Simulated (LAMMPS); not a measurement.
Simulation of Ag (fcc), 4000 atoms, at 1110 K and 0 GPa, heated as the crystal.

Level of theory: classical MD, pair style eam, the elements' _u3.eam files (universal-3 set of Foiles, Baskes and Daw); code LAMMPS.

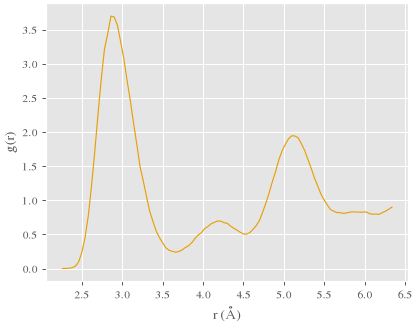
g(r) against r (Å)

Main features:
- state found: crystal; no diffusion seen in 30 ps
- first peak of g(r): 2.89 Å, height 3.7
- coordination number: 12.1 (counted to 3.66 Å)
